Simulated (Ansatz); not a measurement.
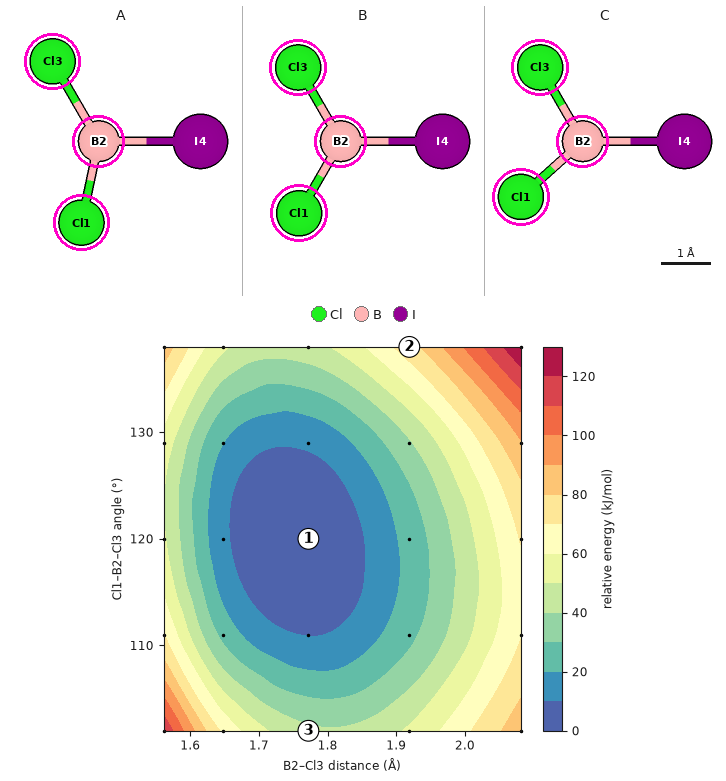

Energy scan for BICl$_{2}$, in which the B2–Cl3 distance and the Cl1–B2–Cl3 angle are varied on a grid, with the rest of the molecule carried along rigidly. The map is interpolated between the computed points (dots). The frames are shuffled; each belongs to one numbered point. Style: ball-and-stick. Shown face on. The ringed atoms are those of the scanned coordinates.

Level of theory: PBE-D4 (def2-TZVPP, Ansatz), on geometries moved rigidly from the minimum at PBE0-D4/def2-TZVP. Elements past krypton carry the basis set's effective core potentials. Energies are counted from the PBE0-D4/def2-TZVP minimum geometry at the same level.

> Which frame belongs to which numbered point?

Point 1 is frame B, at (1.772, 120.0) and 0.4 kJ/mol; 2 is frame A, at (1.919, 138.0) and 75.8 kJ/mol; 3 is frame C, at (1.772, 102.0) and 42.2 kJ/mol. In pairs of (B2–Cl3 distance (Å); Cl1–B2–Cl3 angle (°)): the lowest computed point lies at (1.772, 120.0) (0.4 kJ/mol), the highest at (2.081, 138.0) (128.3 kJ/mol). The valley is tilted: raising the B2–Cl3 distance is made harder by raising the Cl1–B2–Cl3 angle (cross term 0.15 of the geometric mean of the two curvatures). Over the ranges scanned the energy rises more along the first axis, the B2–Cl3 distance.
